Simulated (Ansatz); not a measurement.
**Pressure series in SrZrO3**

Take SrZrO3 in the cubic perovskite structure (space group Pm-3m, No. 221) as the base.

```yaml
crystal:
  lattice:
    - [4.12994, 0.00000, 0.00000]
    - [0.00000, 4.12994, 0.00000]
    - [0.00000, 0.00000, 4.12994]
  atoms:
    - { symbol: Sr, position: [0.50000, 0.50000, 0.50000] }
    - { symbol: Zr, position: [0.00000, 0.00000, 0.00000] }
    - { symbol: O, position: [0.00000, 0.50000, 0.00000] }
    - { symbol: O, position: [0.50000, 0.00000, 0.00000] }
    - { symbol: O, position: [0.00000, 0.00000, 0.50000] }
```

Cell and atoms are relaxed at each pressure.

Computed with PBEsol, PAW, 420 eV (Ansatz, a first-principles code; no spin-orbit coupling).

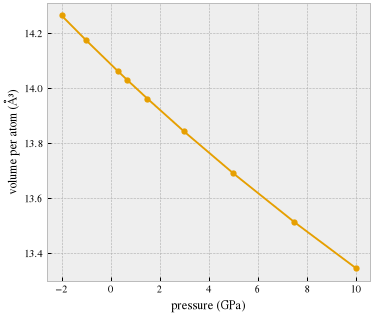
*Volume against pressure*

**Question.** Estimate the zero-pressure bulk modulus from the plot.

**Answer.** About 160 GPa; a third-order Birch–Murnaghan fit to the points gives V₀ = 14.09 Å³/atom, B₀ = 165 GPa and B₀′ = 4.3.

Between the base and pressure 10 GPa the gap moves from 3.31 eV to 3.41 eV, a mean slope of 11 meV/GPa.

Load acts through the strain it causes; cell and atoms are relaxed under it. No phonon test of stability was made. No other phases were tried under pressure. Many cubic perovskites are stable only at high temperature; tilts and polar distortions were not tested.
